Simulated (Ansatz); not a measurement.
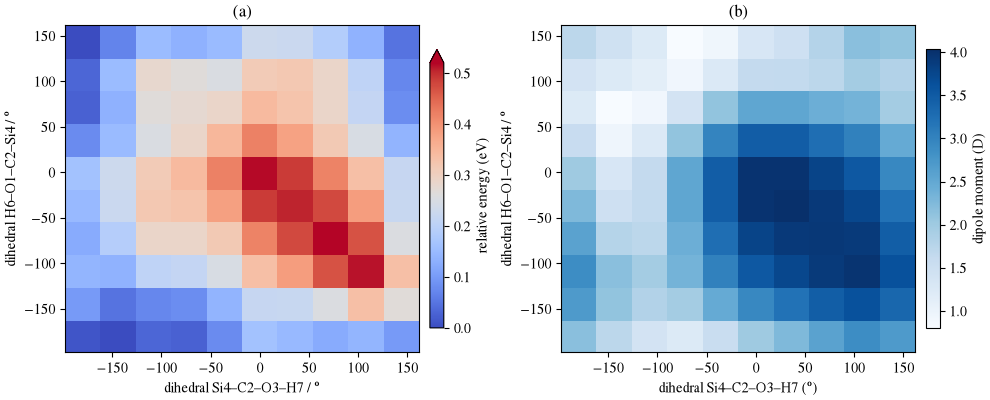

CH5ClO2Si, SMILES OC(O)([SiH3])Cl. 
- Coordinates scanned: (1) dihedral Si4–C2–O3–H7; (2) dihedral H6–O1–C2–Si4.
- Nothing is relaxed (all other coordinates rigid).
- The grid has 10 × 10 points.
- Energies: eV, counted from the lowest grid point.
- These are results of RKS PBE0-D4/def2-SVP in Ansatz, not measurements.

Panel (a) is the energy; panel (b) is the computed dipole moment, in D.

Drawn: one coloured cell a grid point, one colour for all values above the top of the scale.

How does the dipole moment vary over the map, and what is it at the lowest grid point?

Leaving out the highest fifth of the energies, it runs from 0.80 D at dihedral Si4–C2–O3–H7 = −72°, dihedral H6–O1–C2–Si4 = 144° to 3.62 D at dihedral Si4–C2–O3–H7 = 108°, dihedral H6–O1–C2–Si4 = −144°. At the lowest grid point, dihedral Si4–C2–O3–H7 = −144°, dihedral H6–O1–C2–Si4 = −180°, it is 1.72 D.
